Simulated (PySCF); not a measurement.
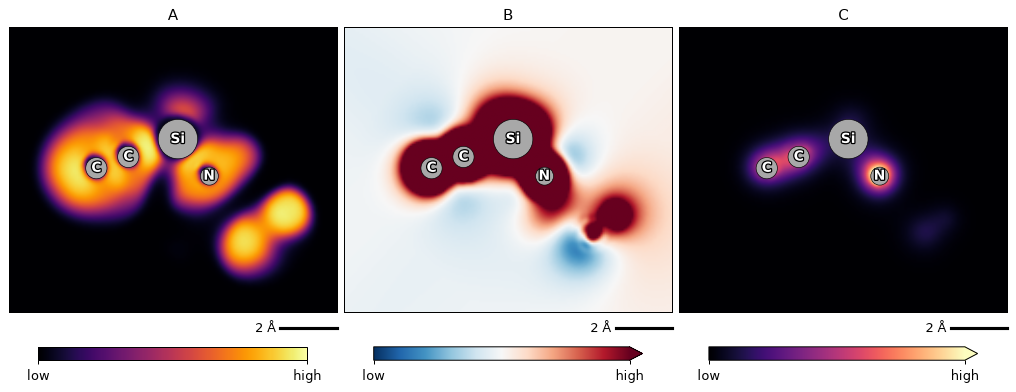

C$_{2}$H$_{7}$N$_{2}$Si$_{2}$ (SMILES [C]#C[SiH2]N[SiH2]N) (doublet): 3 fields on the plane of atoms C2, Si3 and N4, with unlabelled colour scales. Grey discs cover the atomic cores.

Geometry: GFN2-xTB.

Computed with UKS B3LYP, pcH-1 on C H N Si, non-relativistic, mean-field spin-orbit, GIAO (PySCF 2.14.0, density-fitted response routines).

### Which field does each panel show? The fields are: electron density, electron localisation function and electrostatic potential.

Panel A: electron localisation function. Panel B: electrostatic potential (strongly positive close to the atoms, with negative regions outside electron-rich atoms). Panel C: electron density. From the grid: C–C (1.20 Å): ρ at the midpoint is about 2.4 e/Å³; the ELF peaks at about 0.85 between the atoms (a short, multiple covalent bond). Si–N (1.72 Å): ρ is about 1.1 e/Å³ halfway; the ELF peaks at about 0.90 between the atoms; a polar covalent bond.
